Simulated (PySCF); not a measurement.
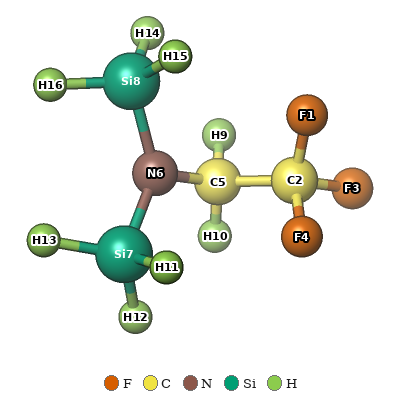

Structure of C₂H₈F₃NSi₂, SMILES FC(F)(F)CN([SiH3])[SiH3].

GIAO shifts, PBE0/pcSseg-1, PySCF 2.14.0, at a GFN2-xTB geometry (no frequency check), against TMS for ¹³C and CFCl₃ for ¹⁹F computed at the same level (¹⁹F: this reference is a hard case for the method, so all values can be off together by tens of ppm, and differences between signals are safer). Gas phase, fully decoupled, line heights follow the number of nuclei, widths are arbitrary (no quadrupolar broadening); values of one conformer, averaged over methyl-type rotors and exact or near symmetry; other conformers aren't averaged in.

Question: Predict the ¹³C spectrum.

Answer: 2 signals.


| δ (ppm) | nuclei | atoms |
| --- | --- | --- |
| 135.9 | 1 | C2 |
| 59.7 | 1 | C5 |

Question: Predict the ¹⁹F spectrum.

Answer: 1 signal.


```tsv
δ (ppm)	nuclei	atoms
−88.5	3	F1, F3, F4
```

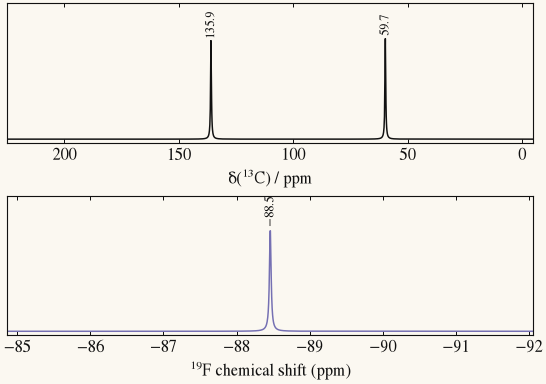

Caveats: the tight-binding geometry is rougher than a DFT one and adds to the error.
